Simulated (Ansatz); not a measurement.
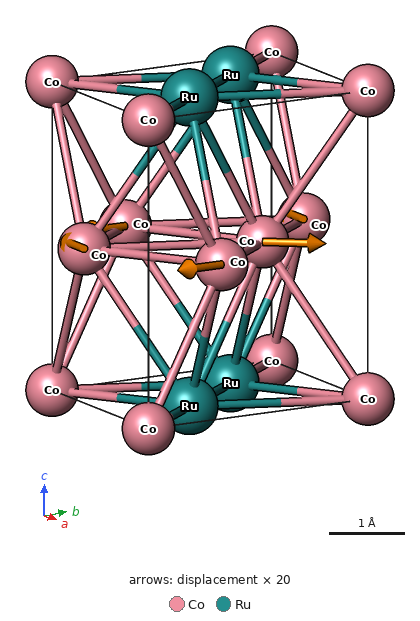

A relaxation of a crystal of Co2Ru (a generated structure, set up in P-62m) (coarse preliminary run). The starting structure is drawn; orange arrows show the displacements (the part carried along by the change of the cell is left out), magnified 20 times.

A ball-and-stick model of the cell of the calculation, seen slightly off an axis.

Method: DFT PBE, scalar-relativistic, plane waves, PAW (Ansatz). (plane-wave cutoff 420 eV; k-point mesh 6 × 6 × 4; occupations gaussian; smearing width 0.1 eV; collinear spin; cell and atoms relaxed; force threshold 0.04 eV/Å; at most 70 steps)

Q: Atoms of which element are displaced furthest, and by how much?

A: Cobalt: up to 0.045 Å, against 0.000 Å for ruthenium.

Q: What happened in the run?

A: The energy falls by 0.209 eV per cell of the calculation in 4 accepted moves (6 points after the start). Largest force component: 0.43 eV/Å at the start, 0.0034 eV/Å at the end. Pressure: 10.54 GPa at the start and −0.04 GPa at the end. At 2 points the geometry stayed and the basis and grid were re-selected for the new cell (energy shift of 3.4 meV per cell of the calculation at most each time). The largest moves relative to the cell, 0.045 Å, are those of Co atoms. Ru stays in place. The volume changes by +3.8 %, with a = b 4.353 → 4.476 Å (+2.8 %), c 4.181 → 4.102 Å (−1.9 %). Among the contacts that change: Co–Co 2.513 → 2.624 Å, Co–Ru 2.513 → 2.584 Å, Ru–Ru 2.513 → 2.584 Å, Co–Co 2.545 → 2.510 Å. The space group stays P-62m (No. 189). The program noted that the starting moments weren't kept.

Limits of the set-up: the k-point mesh is coarse for a cell with partly filled bands.
